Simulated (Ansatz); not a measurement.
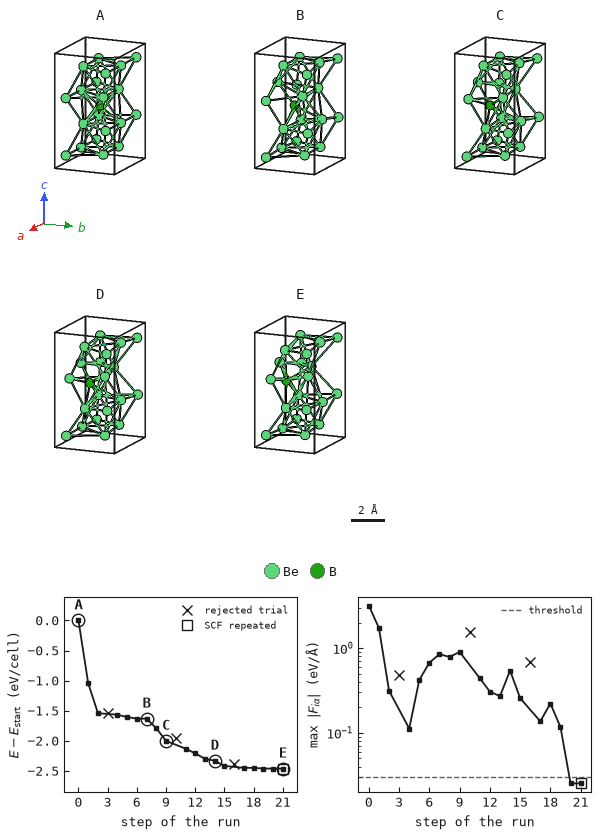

Frames of a relaxation of a defect cell of composition Be16B, marked on the history of the run. A ball-and-stick model of the cell of the calculation (origin shifted), seen slightly off an axis.

It is an interstitial B in hcp Be. The run prepares an end point of a later path (interstitial hop) calculation, from a guessed geometry.

Level of theory: DFT PBE, scalar-relativistic, plane waves, PAW in Ansatz.

Input
```yaml
crystal:
  lattice:
    - [-2.29, -3.966396, 0.0]
    - [3.435, -1.983198, 0.0]
    - [0.0, 0.0, 7.17686]
  atoms:
    - { symbol: Be, position: [0.75000007, 0.50000004, 0.0] }
    - { symbol: Be, position: [0.50000004, 0.33333336, 0.25] }
    - { symbol: Be, position: [0.75000007, 0.50000004, 0.5] }
    - { symbol: Be, position: [0.50000004, 0.33333336, 0.75] }
    - { symbol: Be, position: [0.50000003, 2.0e-08, 0.0] }
    - { symbol: Be, position: [0.25000004, 0.83333336, 0.25] }
    - { symbol: Be, position: [0.50000003, 2.0e-08, 0.5] }
    - { symbol: Be, position: [0.25000004, 0.83333336, 0.75] }
    - { symbol: Be, position: [0.25000003, 0.50000002, 0.0] }
    - { symbol: Be, position: [1.0e-08, 0.33333334, 0.25] }
    - { symbol: Be, position: [0.25000003, 0.50000002, 0.5] }
    - { symbol: Be, position: [1.0e-08, 0.33333334, 0.75] }
    - { symbol: Be, position: [0.0, 0.0, 0.0] }
    - { symbol: Be, position: [0.75000008, 0.83333338, 0.25] }
    - { symbol: Be, position: [0.0, 0.0, 0.5] }
    - { symbol: Be, position: [0.75000008, 0.83333338, 0.75] }
    - { symbol: B, position: [0.75190286, 0.15047788, 0.12878355] }
basis:
  ecutwfc: 420.0
kpoints:
  mp_grid: { grid: [5, 5, 3] }
hamiltonian:
  xc: pbe
scf:
  occupations: { method: gaussian, width: 0.1 }
  lower_state_search: "off"
relax:
  f_tol: 0.03
  max_steps: 60
  adjacent_minimum: "off"
```

Launched with:
```bash
ansatz run input.yaml --threads 1 --pin off --max-ram 3072MiB --backend cpu --events-out ev --progress --plain --runs-dir out
```

Q: What happens along the run?

A: The largest moves, 0.89 Å, are those of Be14 and B17. B17 goes roughly along [2 −3 1]. Largest moves by element: B 0.89 Å, Be 0.89 Å. The lattice vectors keep their values. Some distances before and after: Be13–Be14 2.229 → 3.387 Å, Be6–B17 2.747 → 1.739 Å, Be10–Be14 2.290 → 3.297 Å, Be1–B17 1.666 → 2.579 Å. New bonds form: Be6–B17 (2.75 → 1.74 Å). Bonds break: Be1–B17 (1.67 → 2.58 Å). Among the angles between lasting bonds that change: Be5–B17–Be10 175.0° → 112.1°, Be13–B17–Be14 91.5° → 149.3°, Be2–B17–Be13 175.1° → 124.7°. After 17 accepted moves (21 points after the start) the energy has fallen by 2.461 eV per cell of the calculation. Largest force component: 3.2 eV/Å at the start, 0.025 eV/Å at the end. The line search rejected the trial steps at points 3, 10, 16 of the run. 1 step only repeated the SCF at the same geometry. From step 0 to 7: Be14 moves most (0.53 Å), energy −1.632 eV per cell of the calculation. From step 7 to 9: Be6 moves most (0.37 Å), energy −0.369 eV per cell of the calculation. From step 9 to 14: Be14 moves most (0.54 Å), energy −0.330 eV per cell of the calculation. From step 14 to 21: Be and B atoms move most (0.28 Å), energy −0.131 eV per cell of the calculation.

Limits of the set-up: the periodic images lie only 4.0 Å apart, so the values are limited by the cell's size.
